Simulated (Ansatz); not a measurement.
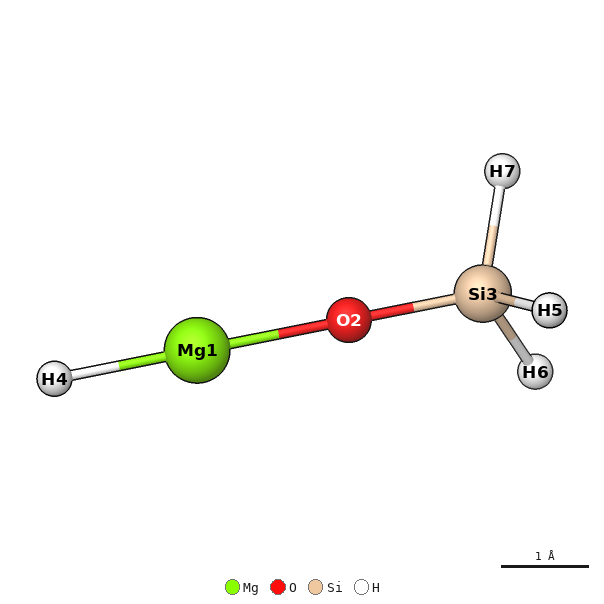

Source: calculation with Ansatz.

The atoms are numbered. Geometry: moved along internal coordinates away from the minimum.

Describe the coordination of atom 3.

Si3 has 4 neighbours (O2 at 1.58, H5 at 1.49, H6 at 1.49, H7 at 1.49 Å); the arrangement is tetrahedral.

What is the geometry at O2?

O2 has 2 neighbours (Mg1 at 1.79, Si3 at 1.58 Å); the arrangement is linear.

Describe the coordination of atom 1.

Mg1 has 2 neighbours (O2 at 1.79, H4 at 1.69 Å); the arrangement is linear.
